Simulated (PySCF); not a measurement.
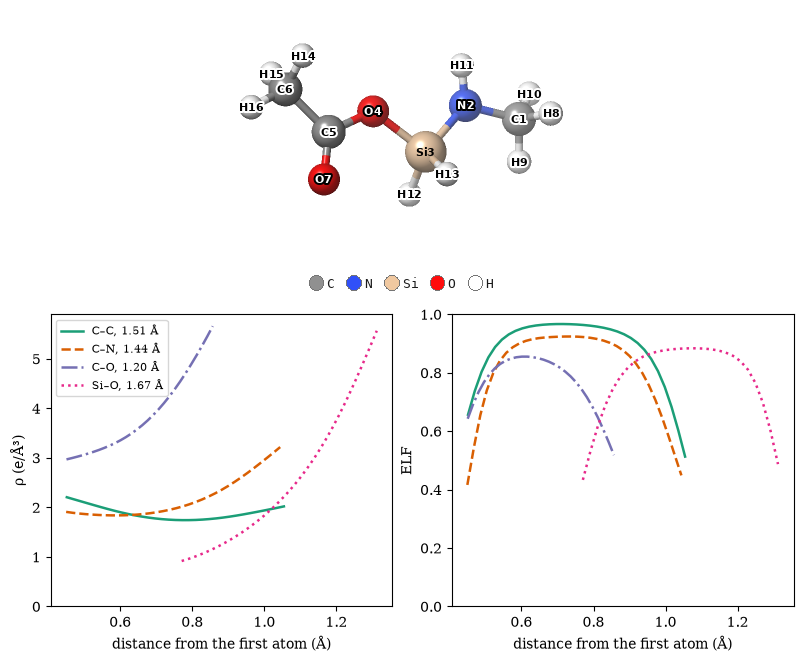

Figure. C$_{3}$H$_{9}$NO$_{2}$Si. Electron density and electron localisation function along straight lines between neighbouring atoms. The curves leave out the atomic cores. The structure is drawn too.

Geometry: GFN2-xTB.

Computed with PySCF 2.14.0, PBE0/pcSseg-1, SCF density, gas phase, non-relativistic.

```yaml
atoms:
  - { symbol: C, position_ang: [3.0273, 0.6882, -0.2659] }
  - { symbol: N, position_ang: [1.5898, 0.6560, -0.3406] }
  - { symbol: Si, position_ang: [0.6636, -0.5275, 0.4705] }
  - { symbol: O, position_ang: [-0.8576, 0.0253, 0.0761] }
  - { symbol: C, position_ang: [-1.9264, -0.6814, 0.3920] }
  - { symbol: C, position_ang: [-3.2070, -0.0323, -0.0627] }
  - { symbol: O, position_ang: [-1.8627, -1.7305, 0.9758] }
  - { symbol: H, position_ang: [3.3895, 1.2373, 0.6096] }
  - { symbol: H, position_ang: [3.3926, -0.3328, -0.1970] }
  - { symbol: H, position_ang: [3.4443, 1.1510, -1.1618] }
  - { symbol: H, position_ang: [1.1911, 1.5708, -0.4910] }
  - { symbol: H, position_ang: [0.9179, -1.8240, -0.1461] }
  - { symbol: H, position_ang: [0.7565, -0.5817, 1.9318] }
  - { symbol: H, position_ang: [-3.2453, 0.9911, 0.3025] }
  - { symbol: H, position_ang: [-3.2209, -0.0043, -1.1503] }
  - { symbol: H, position_ang: [-4.0602, -0.5962, 0.3017] }
```

### What kind of bonding do the profiles show?

C–C (1.51 Å): the density is about 1.7 e/Å³ at the midpoint; the ELF peaks at about 0.95 between the atoms (localised, covalent bonding).
C–N (1.44 Å): ρ at the midpoint is about 1.9 e/Å³; the ELF peaks at about 0.90 between the atoms (a covalent bond).
C–O (1.20 Å): the density is about 3.4 e/Å³ at the midpoint; the ELF peaks at about 0.85 between the atoms (a short, multiple covalent bond).
Si–O (1.67 Å): ρ is about 1.1 e/Å³ halfway; the ELF peaks at about 0.90 between the atoms: a shared but strongly polarised pair.
